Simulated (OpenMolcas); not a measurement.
**One shape, several levels: GeNH4Cl (SMILES [NH2][GeH2][Cl])**

Aim: a comparison of 6 runs (HF/3-21G, B3LYP/6-31G*, B2PLYP/cc-pVDZ, M06-2X/cc-pVDZ, M06-L/cc-pVDZ, revPBE/cc-pVDZ) of GeNH4Cl. 

The results are computed with OpenMolcas 26.06.

1 further run of the same task is left out (set aside as unsound or not needed).

## 1. The system as given

GeNH4Cl has 7 atoms, charge 0, and is taken as a singlet. SMILES: `[NH2][GeH2][Cl]`. The coordinates come from a PBE0-D4/def2-TZVP relaxation. This is one conformer, not always the lowest.

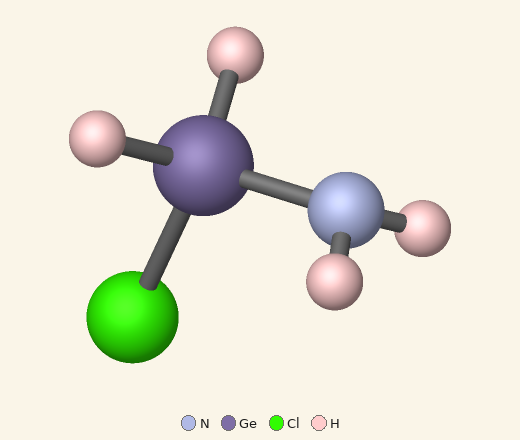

Viewed from a chosen angle; nitrogen light blue, germanium purple, chlorine green, hydrogen pink.

## 2. Energy and forces at HF/3-21G (run 1)

calc.input reads:

```
* ClGeH4N Hartree-Fock
&GATEWAY
BasLib = $CurrDir
Coord
7
angstrom
N       -0.792900       0.515500      -0.722700
Ge       0.579900       0.003300       0.353200
Cl       0.394500      -2.054600       1.034500
H       -1.700900       0.526800      -0.279600
H       -0.858900       0.014700      -1.597700
H        0.559300       0.864900       1.617200
H        1.880200       0.061300      -0.450600
Basis = 3-21G
Group = NoSym
&SEWARD
&SCF
Thresholds = 1e-10 1e-07 1e-07 1e-05
PrOrbitals = 1 2
&ALASKA
```

The basis set 3-21G is read from a file made from the Basis Set Exchange's data (not shown).

On the command line:

```console
$ export MOLCAS_MEM=1860
$ pymolcas calc.input > calc.log
```

Output:

```text
--- Start Module: gateway ---
[...]
--- Stop Module: gateway /rc=_RC_ALL_IS_WELL_ ---
[...]
      Basis functions           52
[...]
--- Start Module: scf ---
[...]
       Convergence after  12 Iterations
[...]
::    Total SCF energy                              -2579.1658500024
[...]
      Total spin, S                                     0.0000000000
[...]
      Total electronic charge=   60.000000
      Total            charge=   -0.000000
[...]
      Dipole Moment (debye):
      Origin of the operator (angstrom)=    0.3580   -0.4956    0.4053
                   X= -7.0854E-01               Y=  2.0536E+00               Z= -1.2510E+00           Total=  2.5069E+00
      Quadrupole Moment (debye*angstrom):
[...]
--- Stop Module: scf /rc=_RC_ALL_IS_WELL_ ---
--- Start Module: alaska ---
[...]
 *              Molecular gradients               *
 **************************************************
  Irreducible representation: a
 ------------------------------------------------------------------------------------------
                              X                       Y                       Z
 ------------------------------------------------------------------------------------------
  N1               -3.07306788819872E-03    2.56234205731989E-02   -1.19786801458730E-02
  GE2               6.45217208274929E-04   -3.72059062010486E-02    1.48355526445043E-02
  CL3               2.30736774891871E-03    2.64431207681710E-02   -8.80146460777631E-03
  H4               -5.54964473909791E-04   -8.48155076720937E-03    3.79840753790028E-03
  H5                1.54857325985747E-04   -8.87717647903674E-03    2.75639083186352E-03
  H6               -8.15995565489169E-04    1.91063860033580E-03    1.38673549448676E-03
  H7                1.33658564439809E-03    5.87453505585533E-04   -1.99694175512466E-03
 ------------------------------------------------------------------------------------------
--- Stop Module: alaska /rc=_RC_ALL_IS_WELL_ ---
[...]
```

Run time: 1.8 s. Hardware: 1 thread of Intel Xeon 6975P-C (Granite Rapids), shared host; peak memory 0.38 GiB.

## 3. Energy and gradient at B3LYP/6-31G(d) (Cartesian functions) (run 2)

struct.xyz reads:

```xyz
7

N     -0.792900     0.515500    -0.722700
Ge     0.579900     0.003300     0.353200
Cl     0.394500    -2.054600     1.034500
H     -1.700900     0.526800    -0.279600
H     -0.858900     0.014700    -1.597700
H      0.559300     0.864900     1.617200
H      1.880200     0.061300    -0.450600
```

job.input reads:

```
* ClGeH4N Kohn-Sham DFT

&GATEWAY
 BasLib = $CurrDir
 Coord = struct.xyz
 Basis = 6-31Gs
 Group = NoSym

&SEWARD
 GridInput
 Grid=UltraFine
 End of Grid

&SCF
 KSDFT = B3LYP
 Thresholds = 1e-10 1e-07 1e-07 1e-05
 PrOrbitals = 1 2

&ALASKA
```

The basis set 6-31G* is read from a file made from the Basis Set Exchange's data (not shown).

On the command line:

```console
$ export MOLCAS_MEM=1860
$ pymolcas job.input > job.log
```

Output:

```text
--- Start Module: gateway ---
[...]
--- Stop Module: gateway /rc=_RC_ALL_IS_WELL_ ---
[...]
      Basis functions           77
[...]
--- Start Module: scf ---
[...]
       Convergence after  16 Iterations
[...]
::    Total KS-DFT energy                           -2594.1678205807
[...]
      Total spin, S                                     0.0000000000
[...]
      Total electronic charge=   60.000000
      Total            charge=   -0.000000
[...]
      Dipole Moment (debye):
      Origin of the operator (angstrom)=    0.3580   -0.4956    0.4053
                   X= -7.6498E-01               Y=  1.4072E+00               Z= -1.0358E+00           Total=  1.9074E+00
      Quadrupole Moment (debye*angstrom):
[...]
--- Stop Module: scf /rc=_RC_ALL_IS_WELL_ ---
[...]
--- Start Module: alaska ---
[...]
 *              Molecular gradients               *
 **************************************************
  Irreducible representation: a
 ------------------------------------------------------------------------------------------
                              X                       Y                       Z
 ------------------------------------------------------------------------------------------
  N1                6.04593186466218E-04   -5.69951315340056E-03    2.53970251652191E-03
  GE2              -2.85333140949184E-03   -5.31052636820917E-03    2.07607131200271E-04
  CL3               3.31818160387742E-04    1.04246771815966E-02   -3.83858483267829E-03
  H4                4.11056183782676E-03    2.68072283497456E-05   -2.46599810064252E-03
  H5               -4.72150461662268E-05    2.59169859026986E-03    4.10993029870532E-03
  H6               -7.15401557696699E-05   -1.61889146324778E-03   -1.83683861376505E-03
  H7               -2.07488657339017E-03   -4.14252015318306E-04    1.28418160063681E-03
 ------------------------------------------------------------------------------------------
--- Stop Module: alaska /rc=_RC_ALL_IS_WELL_ ---
[...]
```

Wall time 18 s (1 thread of Intel Xeon 6975P-C (Granite Rapids), shared host); peak memory 0.44 GiB.

Runs 3 to 5 aren't shown in full; the table further down has their settings and results.

## 4. Energy and gradient at revPBE/cc-pVDZ (run 6)

struct.xyz is that of step 3.

test.inp reads:

```
* ClGeH4N Kohn-Sham DFT
>>> EXPORT MOLCAS_PRINT=2

&GATEWAY
  BasLib=$CurrDir
  Coord=struct.xyz
  Basis=cc-pVDZ
  Group=NoSym

&SEWARD
  GridInput
  Grid=UltraFine
  End of Grid

&SCF
  KSDFT=revPBE
  Thresholds=1e-10 1e-07 1e-07 1e-05
  PrOrbitals=1 1

&ALASKA
```

The basis set cc-pVDZ is read from a file made from the Basis Set Exchange's data (not shown).

On the command line:

```console
$ export MOLCAS_MEM=1860
$ pymolcas test.inp > test.log
```

Output:

```text
--- Start Module: gateway ---
[...]
--- Stop Module: gateway /rc=_RC_ALL_IS_WELL_ ---
[...]
      Basis functions           79
[...]
--- Start Module: scf ---
[...]
       Convergence after  16 Iterations
[...]
::    Total KS-DFT energy                           -2594.1168929721
[...]
      Total spin, S                                     0.0000000000
[...]
      Total electronic charge=   60.000000
      Total            charge=   -0.000000
[...]
      Dipole Moment (debye):
      Origin of the operator (angstrom)=    0.3580   -0.4956    0.4053
                   X= -8.2844E-01               Y=  1.4136E+00               Z= -1.0788E+00           Total=  1.9617E+00
      Quadrupole Moment (debye*angstrom):
[...]
--- Stop Module: scf /rc=_RC_ALL_IS_WELL_ ---
[...]
--- Start Module: alaska ---
[...]
 *              Molecular gradients               *
 **************************************************
  Irreducible representation: a
 ------------------------------------------------------------------------------------------
                              X                       Y                       Z
 ------------------------------------------------------------------------------------------
  N1               -3.89764434494033E-03   -1.51630617515686E-02    3.33900090331518E-03
  GE2              -5.85254073579833E-03   -3.76693646537163E-03   -2.30718661290696E-03
  CL3               6.41754887451329E-04    1.50129587775538E-02   -5.42369294511147E-03
  H4                1.27868208707458E-02    1.04594662123703E-03   -5.97737817659993E-03
  H5                1.53455461644758E-03    7.92680745968388E-03    1.17064811281393E-02
  H6                7.06916706424143E-05   -4.14947272923794E-03   -4.85187953710220E-03
  H7               -5.28363696448064E-03   -9.06241912345673E-04    3.51465524028516E-03
 ------------------------------------------------------------------------------------------
--- Stop Module: alaska /rc=_RC_ALL_IS_WELL_ ---
[...]
```

Wall time 20 s (1 thread of Intel Xeon 6975P-C (Granite Rapids), shared host); peak memory 0.45 GiB.

## 5. The series

| run | level | Cartesian functions | integration grid | energy (Eh) | dipole moment (D) | HOMO energy (eV) | LUMO energy (eV) | wall time |
| --- | --- | --- | --- | --- | --- | --- | --- | --- |
| 1 | HF/3-21G | no | – | -2579.165850 | 2.51 | -11.32 | 3.86 | 1.8 s |
| 2 | B3LYP/6-31G* (Cartesian functions) | yes | UltraFine | -2594.167821 | 1.91 | -7.44 | 0.12 | 18 s |
| 3 | B2PLYP/cc-pVDZ | no | UltraFine | -2593.765078 | 1.90 | -9.03 | 1.87 | 14 s |
| 4 | M06-2X/cc-pVDZ | no | UltraFine | -2594.346937 | 1.90 | -9.12 | 1.62 | 24 s |
| 5 | M06-L/cc-pVDZ | no | UltraFine | -2594.321925 | 2.05 | -6.58 | 0.06 | 29 s |
| 6 | revPBE/cc-pVDZ | no | UltraFine | -2594.116893 | 1.96 | -6.20 | -0.32 | 20 s |

## 6. Summary of results

| quantity | value |
| --- | --- |
| run 6: total energy | -2594.11689 Eh |
| run 6: dipole moment | 1.96 D |
| run 6: HOMO energy | -6.20 eV |
| run 6: LUMO energy | -0.32 eV |
| run 6: HOMO–LUMO gap | 5.88 eV |
| run 6: largest force on an atom | 0.823 eV/Å |

What this shows: The dipole moment (its size) runs from 1.90 D (B2PLYP/cc-pVDZ) to 2.51 D (HF/3-21G). The two ends differ in method and basis. A double hybrid's value is that of its SCF part. The HOMO–LUMO gap runs from 5.88 eV (revPBE/cc-pVDZ) to 15.18 eV (HF/3-21G). For B2PLYP the log adds the whole second-order term; the table takes 0.27 of it, as the functional is defined. Totals of different functionals can't be ranked against each other. All runs together took 1.8 min, the longest 29 s.
